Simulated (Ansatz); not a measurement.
# A hypothetical structure for B4MoPt2

Starting from a made-up structure for B4MoPt2, the aim is the relaxed cell, its shortest contacts and, where a second run follows, its electronic structure.

Program: Ansatz 0.2.0. Level of theory: DFT, r2SCAN, plane-wave PAW, files of the set soft_1, scalar-relativistic, no spin, cell and ions relaxed at zero pressure; PAW set soft_1. Results are calculated unless marked as measured.

### Step 1. Set-up

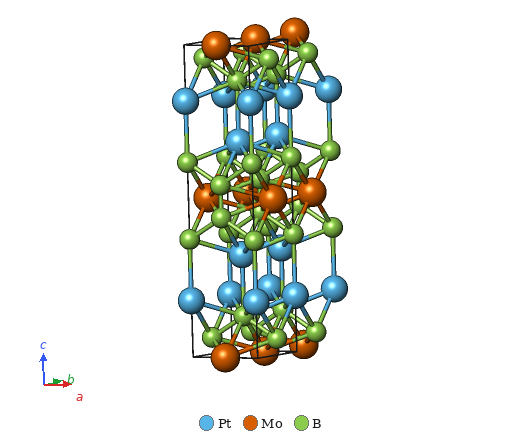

Start, viewed slightly off an axis; platinum blue, molybdenum orange, boron green. 1×2×1 cells are drawn. This picture shows the conventional cell, with its axes. Some periodic images of atoms are drawn too.

### Step 2. Relaxation of the guess

The guessed cell has no reason to be at equilibrium. It is relaxed with the atoms, within the space group of the guess.

Input file input.yaml:

```yaml
crystal:
  lattice:
    - [-1.5755, 1.62, 6.5835]
    - [1.5755, -1.62, 6.5835]
    - [1.5755, 1.62, -6.5835]
  atoms:
    - { symbol: Pt, position: [0.8196, 0.8196, 0.0] }
    - { symbol: Pt, position: [0.1804, 0.1804, 0.0] }
    - { symbol: Mo, position: [0.0, 0.5, 0.5] }
    - { symbol: B, position: [0.5525, 0.0525, 0.5] }
    - { symbol: B, position: [0.4475, 0.9475, 0.5] }
    - { symbol: B, position: [0.6232, 0.6232, 0.0] }
    - { symbol: B, position: [0.3768, 0.3768, 0.0] }
kpoints:
  mp_grid: { grid: [12, 12, 12] }
scf:
  occupations: { method: fermi_dirac, width: 0.05 }
hamiltonian:
  xc: r2scan
  pseudopotentials: { kind: paw, azcp: { folder: soft_1 } }
relax:
  f_tol: 0.015
  max_steps: 70
  cell: {}
output:
  forces: true
  stress: true
```

The run is started by

```
> ansatz run input.yaml --threads 4 --pin off --max-ram 10240MiB --backend cpu --events-out ev --progress --plain --runs-dir out
```

Numbers of over 12 decimals in the logs are rounded to 6 here.

Log:

```text
basis.fft_grid_basis auto: the FFT boxes are laid along the combinations [[1, 0, 1], [0, 1, 1], [0, 0, 1]] of the cell's own vectors, 3.240, 3.151 and 6.961 Å long. The dense box has 24×24×54 points. Along the cell's own vectors, as sized, it would have 54×54×54, 5.06 times as many. Of the 8 symmetry operations that the crystal satisfies within crystal.symmetry.tolerance (time reversal apart; of a slab, those that ke [...]
Engine: ansatz 0.2.0, aarch64-unknown-linux-gnu
Pseudopotentials: kind: paw
Pseudopotential: Pt, paw, valence charge 18, recommended cutoff 500 eV (meta_gga), soft_1/Pt.paw.azcp
Pseudopotential: Mo, paw, valence charge 14, recommended cutoff 500 eV (meta_gga), soft_1/Mo.paw.azcp
Pseudopotential: B, paw, valence charge 3, recommended cutoff 500 eV (meta_gga), soft_1/B.paw.azcp
Functional definition: r2SCAN
  parameter k0 = 0.174
  parameter k1 = 0.065
  parameter a1 = 4.9479
  exchange = r2scan_x(k0 = k0, k1 = k1, a1 = a1)
  correlation = r2scan_c
Crystal: 7 atoms, lattice volume = 67.213 Å³
Basis set: ecut = 500 eV, 1693 PW (Γ), FFT grids on a1+a3, a2+a3, a3, exchange–correlation on 96×96×216 points (64 copies of the dense FFT grid, shifted against one another)
Bands: 38, of which v1, the nominal top of the filled ones, is band 31 counted from 1 (30 counted from 0)
Symmetry: 8 space group operations
Space group: Immm (ITA 71), of the structure as read, at distance tolerance 4.1e-5 Å
k-points: 280 of 1728
Non-local potential: Pt, projectors of the file, l = 0: 3, l = 1: 2, l = 2: 2, l = 3: 1
Non-local potential: Mo, projectors of the file, l = 0: 3, l = 1: 2, l = 2: 2, l = 3: 1
Non-local potential: B, projectors of the file, l = 0: 2, l = 1: 2, l = 2: 1
PAW form: soft (Blöchl's): semilocal exchange-correlation on the pseudo side does not see the compensation charge
PAW frozen core: Pt, regenerated for the run's functional (the file was generated under x = pbe(κ = 0.804, μ = 0.219515), c = pbe(β = 0.066725))
PAW frozen core: Mo, regenerated for the run's functional (the file was generated under x = pbe(κ = 0.804, μ = 0.219515), c = pbe(β = 0.066725))
PAW frozen core: B, regenerated for the run's functional (the file was generated under x = pbe(κ = 0.804, μ = 0.219515), c = pbe(β = 0.066725))
PAW one-centre angular grid: Pt, 590 points (default); XC on 160 Gauss nodes
PAW one-centre angular grid: Mo, 590 points (default); XC on 160 Gauss nodes
PAW one-centre angular grid: B, 302 points (default); XC on 223 of its mesh's 2233 points in the sphere
Initial density: superposition of atomic densities (chi_scale 0.1, normalization cell, long waves kept (reshape's long-wave potential 0.16 eV rms))
Initial wavefunctions: pseudopotential atomic-orbital guess
Functional: x = r2scan, c = r2scan; τ floored in thin density (d = 2e-4 eV/Å³)
SCF iter   1: F=—  HF=-30679.019063 eV  |F-HF|=—  |Δ(HF+E_count)|=         —  Δρ=1.85e-1  dr2=7.25e1  dr2_τ=3.35e0  ethr=3.10e-3  ⟨swp⟩=6.0  Hψ=42461  notcnv=0  defer=4
preconditioner: auto → Kerker (q_TF=auto, 2.692 Å⁻¹)  [metal: Δε(μ)=0.003 eV  Ē_g=8.758 eV  σ=0.050 eV  W_gap=0.02  n_scr=20 (ndim 8)  ℏωp=27.9 eV  f_vac=0.000  D(μ)=4.03/eV (n_scr^D=42)]
SCF iter   2: F=—  HF=-30670.078328 eV  |F-HF|=—  |Δ(HF+E_count)|=    8.94e0  Δρ=7.39e-2  dr2=7.96e0  dr2_τ=1.35e0  ethr=3.10e-3  ⟨swp⟩=3.2  Hψ=24140  notcnv=0  defer=152
SCF iter   3: F=—  HF=-30669.076876 eV  |F-HF|=—  |Δ(HF+E_count)|=    1.00e0  Δρ=3.48e-2  dr2=4.65e0  dr2_τ=3.84e-1  ethr=3.10e-3  ⟨swp⟩=3.0  Hψ=21592  notcnv=0  defer=199
SCF iter   4: F=—  HF=-30668.749693 eV  |F-HF|=—  |Δ(HF+E_count)|=   3.27e-1  Δρ=1.51e-2  dr2=7.40e-1  dr2_τ=1.30e-2  ethr=3.10e-3  ⟨swp⟩=2.3  Hψ=12964  notcnv=0  defer=203
SCF iter   5: F=—  HF=-30668.669332 eV  |F-HF|=—  |Δ(HF+E_count)|=   8.04e-2  Δρ=5.15e-3  dr2=2.36e-2  dr2_τ=7.62e-4  ethr=1.19e-3  ⟨swp⟩=3.1  Hψ=17271  notcnv=0  defer=210
SCF iter   6: F=—  HF=-30668.672835 eV  |F-HF|=—  |Δ(HF+E_count)|=   3.50e-3  Δρ=1.96e-3  dr2=8.03e-3  dr2_τ=4.29e-4  ethr=3.81e-5  ⟨swp⟩=2.1  Hψ=18521  notcnv=0  defer=209
SCF iter   7: F=—  HF=-30668.672810 eV  |F-HF|=—  |Δ(HF+E_count)|=   2.50e-5  Δρ=4.85e-4  dr2=2.99e-4  dr2_τ=1.20e-5  ethr=1.30e-5  ⟨swp⟩=1.1  Hψ=10471  notcnv=0  defer=209
SCF iter   8: F=—  HF=-30668.672910 eV  |F-HF|=—  |Δ(HF+E_count)|=   1.01e-4  Δρ=1.66e-4  dr2=4.08e-5  dr2_τ=2.44e-6  ethr=4.82e-7  ⟨swp⟩=2.0  Hψ=15097  notcnv=0  defer=209
SCF iter   9: F=—  HF=-30668.672912 eV  |F-HF|=—  |Δ(HF+E_count)|=   1.42e-6  Δρ=3.36e-5  dr2=1.49e-6  dr2_τ=4.35e-8  ethr=6.58e-8  ⟨swp⟩=2.1  Hψ=13772  notcnv=0  defer=210
SCF iter  10: F=-30668.672912 eV  HF=-30668.672912 eV  |F-HF|=1.31e-9  |Δ(HF+E_count)|=   3.31e-7  Δρ=6.61e-6  dr2=3.66e-8  dr2_τ=8.11e-10  ethr=1.61e-10  ⟨swp⟩=3.3  Hψ=42910  notcnv=0
SCF 1 converged in 10 iterations: F = -30668.672912 eV  dr2 = 3.66e-8
  greatest PAW one-centre occupation: 1.000 electrons in one spin orbital (limit 2), on the Pt atom at site 1 (counted from 0), in its partial waves of l = 0
relax step   1: F+E_penalty+E_count = -30668.67291214 eV  Δ(F+E_penalty+E_count) = +0.000e0 eV  max|allowed force component| = 9.819e0 eV/Å  Δτ_max = 0.0000 Å  P = +16.978 GPa  Ω = 67.213 Å³  (10 SCF iters, dr2 threshold 1.00e-7 eV, accepted)
Basis set: ecut = 500 eV, 1695 PW (Γ), FFT grids on a1+a3, a2+a3, a3, exchange–correlation on 96×96×216 points (64 copies of the dense FFT grid, shifted against one another)
Initial density: handed on by an earlier stage of this run
Initial wavefunctions: those handed on with the density
iter 1 solved again at ethr=9.34e-4 eV; its pass at ethr=3.10e-3 eV (dr2=5.79e-1 eV) is discarded
SCF iter   1: F=—  HF=-30669.474144 eV  |F-HF|=—  |Δ(HF+E_count)|=         —  Δρ=2.15e-2  dr2=5.84e-1  dr2_τ=2.20e0  ethr=9.34e-4  ⟨swp⟩=1.1  Hψ=56514  notcnv=0
preconditioner: auto → Kerker (q_TF=auto, 2.692 Å⁻¹)  [metal: Δε(μ)=0.003 eV  Ē_g=8.797 eV  σ=0.050 eV  W_gap=0.02  n_scr=20 (ndim 8)  ℏωp=27.9 eV  f_vac=0.000  D(μ)=3.03/eV (n_scr^D=24)]
SCF iter   2: F=—  HF=-30670.071595 eV  |F-HF|=—  |Δ(HF+E_count)|=   5.97e-1  Δρ=1.29e-2  dr2=2.38e-1  dr2_τ=1.51e-3  ethr=9.34e-4  ⟨swp⟩=2.3  Hψ=16712  notcnv=0
SCF iter   3: F=—  HF=-30670.024155 eV  |F-HF|=—  |Δ(HF+E_count)|=   4.74e-2  Δρ=4.29e-3  dr2=1.64e-2  dr2_τ=3.98e-3  ethr=3.83e-4  ⟨swp⟩=2.8  Hψ=17714  notcnv=0  defer=7
SCF iter   4: F=—  HF=-30670.022907 eV  |F-HF|=—  |Δ(HF+E_count)|=   1.25e-3  Δρ=1.50e-3  dr2=4.36e-3  dr2_τ=4.21e-4  ethr=2.64e-5  ⟨swp⟩=1.8  Hψ=13879  notcnv=0  defer=13
[...]
SCF iter   5: F=—  HF=-30670.303390 eV  |F-HF|=—  |Δ(HF+E_count)|=   2.48e-5  Δρ=6.00e-4  dr2=4.36e-4  dr2_τ=9.76e-6  ethr=2.63e-6  ⟨swp⟩=1.9  Hψ=14481  notcnv=0  defer=4
SCF iter   6: F=—  HF=-30670.303376 eV  |F-HF|=—  |Δ(HF+E_count)|=   1.38e-5  Δρ=1.58e-4  dr2=4.66e-5  dr2_τ=2.78e-6  ethr=7.03e-7  ⟨swp⟩=2.0  Hψ=16706  notcnv=0  defer=4
SCF iter   7: F=—  HF=-30670.303379 eV  |F-HF|=—  |Δ(HF+E_count)|=   2.63e-6  Δρ=4.58e-5  dr2=1.78e-6  dr2_τ=1.83e-7  ethr=7.51e-8  ⟨swp⟩=1.9  Hψ=11559  notcnv=0  defer=4
SCF iter   8: F=-30670.303379 eV  HF=-30670.303379 eV  |F-HF|=1.79e-8  |Δ(HF+E_count)|=   4.81e-7  Δρ=8.25e-6  dr2=3.95e-8  dr2_τ=7.07e-9  ethr=1.13e-9  ⟨swp⟩=4.1  Hψ=34739  notcnv=0
SCF 3 converged in 8 iterations: F = -30670.303379 eV  dr2 = 3.95e-8
relax step   3: F+E_penalty+E_count = -30670.30337937 eV  Δ(F+E_penalty+E_count) = -2.808e-1 eV  max|allowed force component| = 1.765e0 eV/Å  Δτ_max = 0.0504 Å  P = -1.885 GPa  Ω = 69.529 Å³  energy of the carried Pulay correction = -7.057e-4 eV  (8 SCF iters, dr2 threshold 7.00e-7 eV, accepted)
[...]
relax step   4: F+E_penalty+E_count = -30670.37059275 eV  Δ(F+E_penalty+E_count) = -6.721e-2 eV  max|allowed force component| = 6.330e-1 eV/Å  Δτ_max = 0.0314 Å  P = +2.575 GPa  Ω = 68.404 Å³  energy of the carried Pulay correction = -3.658e-4 eV  (7 SCF iters, dr2 threshold 7.00e-7 eV, accepted)
[...]
relax step   5: F+E_penalty+E_count = -30670.40807229 eV  Δ(F+E_penalty+E_count) = -3.748e-2 eV  max|allowed force component| = 1.060e-1 eV/Å  Δτ_max = 0.0248 Å  P = -0.155 GPa  Ω = 68.925 Å³  energy of the carried Pulay correction = -5.241e-4 eV  (7 SCF iters, dr2 threshold 7.00e-7 eV, accepted)
[...]
relax step   6: F+E_penalty+E_count = -30670.41022870 eV  Δ(F+E_penalty+E_count) = -2.156e-3 eV  max|allowed force component| = 6.927e-2 eV/Å  Δτ_max = 0.0083 Å  P = +0.490 GPa  Ω = 68.834 Å³  energy of the carried Pulay correction = -4.964e-4 eV  (6 SCF iters, dr2 threshold 7.00e-7 eV, accepted)
[...]
relax step   7: F+E_penalty+E_count = -30670.41147149 eV  Δ(F+E_penalty+E_count) = -1.243e-3 eV  max|allowed force component| = 1.578e-2 eV/Å  Δτ_max = 0.0023 Å  P = -0.051 GPa  Ω = 68.930 Å³  energy of the carried Pulay correction = -5.256e-4 eV  (6 SCF iters, dr2 threshold 7.00e-7 eV, accepted)
[...]
relax step   8: F+E_penalty+E_count = -30670.41150347 eV  Δ(F+E_penalty+E_count) = -3.198e-5 eV  max|allowed force component| = 3.221e-3 eV/Å  Δτ_max = 0.0008 Å  P = -0.009 GPa  Ω = 68.920 Å³  energy of the carried Pulay correction = -5.223e-4 eV  (5 SCF iters, dr2 threshold 2.67e-8 eV, accepted)
Basis set: ecut = 500 eV, 1733 PW (Γ), FFT grids on a1+a3, a2+a3, a3, exchange–correlation on 100×96×216 points (64 copies of the dense FFT grid, shifted against one another)
Initial wavefunctions: pseudopotential atomic-orbital guess (no wavefunctions were taken with the density)
iter 1 solved again at ethr=5.16e-8 eV; its pass at ethr=3.10e-3 eV (dr2=3.20e-5 eV) is discarded
SCF iter   1: F=—  HF=-30670.411269 eV  |F-HF|=—  |Δ(HF+E_count)|=         —  Δρ=5.15e-4  dr2=3.99e-6  dr2_τ=5.90e-6  ethr=5.16e-8  ⟨swp⟩=4.2  Hψ=70622  notcnv=0
SCF iter   2: F=—  HF=-30670.411883 eV  |F-HF|=—  |Δ(HF+E_count)|=   6.14e-4  Δρ=2.61e-4  dr2=9.97e-7  dr2_τ=1.63e-5  ethr=6.43e-9  ⟨swp⟩=2.0  Hψ=15475  notcnv=0
SCF iter   3: F=—  HF=-30670.412127 eV  |F-HF|=—  |Δ(HF+E_count)|=   2.44e-4  Δρ=2.23e-5  dr2=3.78e-7  dr2_τ=1.19e-7  ethr=1.61e-9  ⟨swp⟩=2.0  Hψ=17969  notcnv=0
SCF iter   4: F=—  HF=-30670.412128 eV  |F-HF|=—  |Δ(HF+E_count)|=   9.71e-7  Δρ=5.65e-6  dr2=1.03e-8  dr2_τ=2.36e-9  ethr=6.09e-10  ⟨swp⟩=1.2  Hψ=10773  notcnv=0
SCF iter   5: F=—  HF=-30670.412128 eV  |F-HF|=—  |Δ(HF+E_count)|=   3.60e-8  Δρ=1.18e-6  dr2=2.41e-9  dr2_τ=1.99e-10  ethr=1.65e-11  ⟨swp⟩=2.0  Hψ=16577  notcnv=0
SCF iter   6: F=—  HF=-30670.412128 eV  |F-HF|=—  |Δ(HF+E_count)|=  9.46e-10  Δρ=4.12e-7  dr2=2.96e-10  dr2_τ=1.15e-11  ethr=3.89e-12  ⟨swp⟩=2.0  Hψ=14924  notcnv=0
SCF iter   7: F=-30670.412128 eV  HF=-30670.412128 eV  |F-HF|=2.18e-11  |Δ(HF+E_count)|=  5.09e-11  Δρ=1.19e-7  dr2=1.25e-11  dr2_τ=3.26e-12  ethr=1.00e-12  ⟨swp⟩=4.3  Hψ=34805  notcnv=0
SCF 9 converged in 7 iterations: F = -30670.412128 eV  dr2 = 1.25e-11
relax step   9: F+E_penalty+E_count = -30670.41212798 eV  Δ(F+E_penalty+E_count) = -6.245e-4 eV  max|allowed force component| = 3.111e-3 eV/Å  Δτ_max = 0.0000 Å  P = -0.002 GPa  Ω = 68.920 Å³  stress off target by 1.01e-2 GPa  SCF on the basis re-selected at this cell (its energy is not comparable with the rows above)  (7 SCF iters)
basis re-selected at this cell: Δ(F+E_penalty+E_count) = -6.245e-4 eV, ΔP = +0.007 GPa vs the last step (what re-selecting the basis moved, of the pressure what is left beyond the Pulay correction that the steps carried, after the strain that the cell walked since its last selection, with what the two solves' SCF thresholds leave and, on support functions, any second-order correction that the steps lacked; it is no measure of the basis error at this ecutwfc). The dense FFT grid was sized anew with the basis: this SCF ran on 25×24×54 points, the steps before it on 24×24×54, so part of this shift can come from that change (see relax.cell in the input reference). [rest of the remark cut]
SCF converged after 7 iterations
Free energy (F): -30670.412128 eV
Harris-Foulkes:  -30670.412128 eV  (|F-HF|=2.18e-11)
Internal energy: -30670.382003 eV  (E = F + TS)
E sigma→0 (E₀):  -30670.397066 eV
Entropy (-TS):   -0.030125 eV (-4.304 meV/atom)
Fermi energy:    20.667960 eV
--- Per-component energies (eV) ---
  E_band       = -381.377343
  E_kinetic    = 1815.053329
  E_local      = -4530.416078  (includes V_loc(G=0)·N_el)
  E_nonlocal   = 590.422061
  E_hartree    = 1764.266644
  E_xc         = -740.649453
  E_vxc        = -1014.941950  (∫ρ·V_xc dr)
  E_paw        = -22566.934248  (= ΣΔE_a)
  E_vpaw       = -834.322127  (= ΣTr[D̂ρ^β])
  E_aug_tail   = 0.001487  (compensation charges beyond the density's cutoff)
  E_vtau       = 64.292538  (kinetic-family band-sum trace: ∫τ·v_τ [+ j·A + Jᵃ·Aᵃ] dr)
  E_ewald      = -7001.367541
  E_core_change = -0.758204  (= ΣΔE_core)
  E_smearing   = -0.030125  (= −TS)
  E_closure    = -0.000000  (closes the sum)
  Σ components = -30670.412128   (vs F -30670.412128, Δ=0.00e0)
--- Forces (eV/Å), atoms counted from 1 ---
  atom   1  Pt     0.00000000     0.00000000    -0.00311085
  atom   2  Pt     0.00000000     0.00000000     0.00311085
  atom   3  Mo     0.00000000     0.00000000    -0.00000000
  atom   4  B      0.00000000     0.00000000     0.00236761
  atom   5  B      0.00000000     0.00000000    -0.00236761
  atom   6  B      0.00000000     0.00000000     0.00273324
  atom   7  B      0.00000000     0.00000000    -0.00273324
  max |Σ_I F_I| component: 8.67e-19 eV/Å
--- Stress (GPa, compression-positive) ---
       -0.000610       0.000000       0.000000
        0.000000       0.003574       0.000000
        0.000000       0.000000      -0.010116
  P = ⅓ Tr σ = -0.0024 GPa (-0.024 kbar)
--- Relaxed structure (8 steps of the walk, 8 accepted, 1 SCFs on fresh bases) ---
  F+E_penalty+E_count = -30670.41212798 eV   max|allowed force component| = 3.111e-3 eV/Å   (the final SCF, on the basis selected at the relaxed cell)
  cell:  # Å, volume = 68.9196 Å³
    - [-1.592514, 1.671475, 6.472908]
    - [1.592514, -1.671475, 6.472908]
    - [1.592514, 1.671475, -6.472908]
  atoms:
    - { symbol: Pt, position: [0.811436, 0.811436, 0] }
    - { symbol: Pt, position: [0.188564, 0.188564, 0] }
    - { symbol: Mo, position: [3.0349050168848544e-19, 0.5, 0.5] }
    - { symbol: B, position: [0.567303, 0.067303, 0.5] }
    - { symbol: B, position: [0.432697, 0.932697, 0.5] }
    - { symbol: B, position: [0.635933, 0.635933, 0] }
    - { symbol: B, position: [0.364067, 0.364067, 0] }
```

Elapsed: 2.2 min, on 4 threads of Arm Neoverse V2, shared host; peak memory 1 GiB; 8.8 min of CPU time.

Relaxation path:

| step | energy less that of the first step (eV) | largest force component (eV/Å) | pressure (GPa) | volume (Å³) |
| --- | --- | --- | --- | --- |
| 1 | 0.0000 | 9.8195 | 16.98 | 67.21 |
| 2 | -1.3496 | 3.8421 | 9.17 | 67.21 |
| 3 | -1.6305 | 1.7653 | -1.89 | 69.53 |
| 4 | -1.6977 | 0.6330 | 2.57 | 68.40 |
| 5 | -1.7352 | 0.1060 | -0.16 | 68.93 |
| 6 | -1.7373 | 0.0693 | 0.49 | 68.83 |
| 7 | -1.7386 | 0.0158 | -0.05 | 68.93 |
| 8 | -1.7386 | 0.0032 | -0.01 | 68.92 |
| 9* | -1.7392 | 0.0031 | 0.00 | 68.92 |

Relaxation steps marked * repeat the geometry before them on a plane-wave basis chosen anew for their cell, so energy and pressure can jump there.

The run keeps the 8 symmetry operations that it works with, so distortions that break them were not tested.

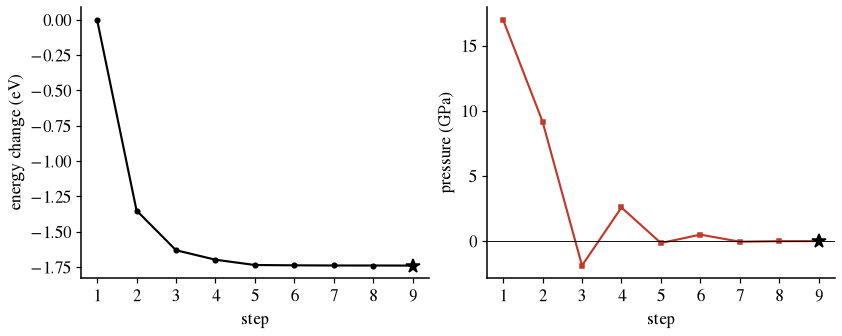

Energy and pressure along the relaxation. Stars mark steps on a basis chosen anew.

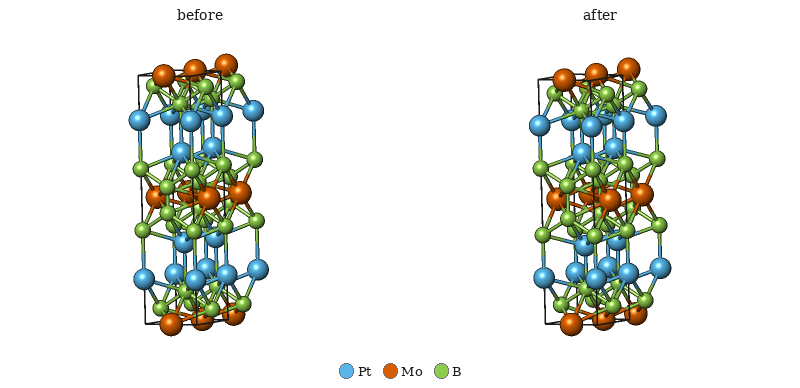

Before and after, at one scale.

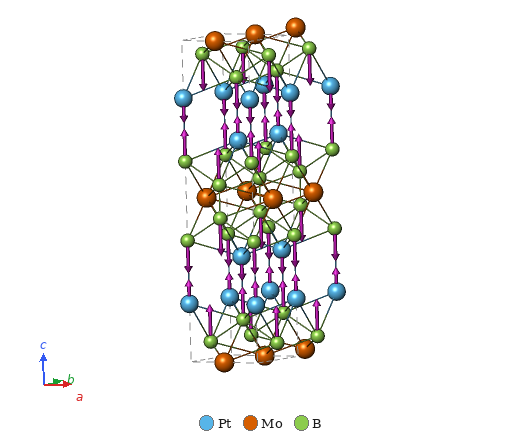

Displacements in the relaxation, exaggerated, measured against the changing cell; the longest in the cell stands for 0.19 Å. 1×2×1 conventional cells are drawn. Some periodic images of atoms are drawn too.

| conventional cell, symmetrised | before | after | change |
| --- | --- | --- | --- |
| a (Å) | 3.151 | 3.185 | +1.1 % |
| b (Å) | 3.240 | 3.343 | +3.2 % |
| c (Å) | 13.167 | 12.946 | -1.7 % |
| volume (Å³/atom) | 9.60 | 9.85 | +2.5 % |

The atoms that moved most (Å, as changes of fractional coordinates times the final cell):

| atom | dx | dy | dz | length |
| --- | --- | --- | --- | --- |
| B5 | 0.000 | 0.000 | -0.192 | 0.192 |
| B4 | 0.000 | 0.000 | 0.192 | 0.192 |
| B6 | 0.000 | 0.000 | 0.165 | 0.165 |
| B7 | 0.000 | 0.000 | -0.165 | 0.165 |
| Pt2 | 0.000 | 0.000 | 0.106 | 0.106 |
| Pt1 | 0.000 | 0.000 | -0.106 | 0.106 |

Final coordinates:

```xyz
7
Lattice="-1.5925 1.6715 6.4729 1.5925 -1.6715 6.4729 1.5925 1.6715 -6.4729" Properties=species:S:1:pos:R:3 pbc="T T T"
Pt    0.0000    0.0000   10.5047
Pt    0.0000    0.0000    2.4411
Mo    1.5925    0.0000    0.0000
B     0.0000    1.6715    0.8713
B     1.5925    0.0000    5.6016
B     0.0000    0.0000    8.2327
B     0.0000    0.0000    4.7131
```

Numbers from this step:

| Quantity | Value |
| --- | --- |
| free energy | -30670.4121 eV |
| energy at zero smearing | -30670.3971 eV |
| smearing term TS | 0.03012 eV |
| Fermi energy | 20.67 eV |
| electrons | 62 |
| symmetry operations | 8 |
| pressure | -0.002384 GPa |

Shortest distances by pair of elements, guess and relaxed (not always the same contact):

| pair | guess (Å) | relaxed (Å) |
| --- | --- | --- |
| B–B | 1.383 | 1.743 |
| B–Pt | 2.337 | 2.272 |
| B–Mo | 2.293 | 2.427 |
| Pt–Pt | 2.910 | 2.804 |
| Mo–Pt | 2.850 | 2.915 |

The relaxation ends with a largest force component of 0.0031 eV/Å and a pressure of 0.00 GPa.

### Step 3. What came out

```
space group, relaxed : Immm
conventional cell    : a = 3.185, b = 3.343, c = 12.946 Å; α = 90.0°, β = 90.0°, γ = 90.0°
volume per atom      : 9.85 Å³ (guess 9.60)
```

In words: B4MoPt2 relaxes to Immm with a = 3.185, b = 3.343 and c = 12.946 Å. The guessed volume was 2 % too small. The space group Immm was held in the relaxation, so the end point is a stationary structure within it and may be a saddle against distortions or other arrangements. Mesh and cutoff weren't tested. Spin-orbit coupling is left out, which can matter for elements this heavy. No dispersion term is used, so weakly bound directions may come out too long. The runs have no spin, and magnetism wasn't tested. Nothing here tests whether the compound is stable against decomposition.

[Logs are printed without paths, hosts, clocks, repeated set-up lines and the standing remarks that a program may print on its own settings, such as how far it seeks lower states.]

[Hosts, paths, dates, database ids (printed as entryN), source tags and the programs' standing remarks are cut or masked in the printed files.]
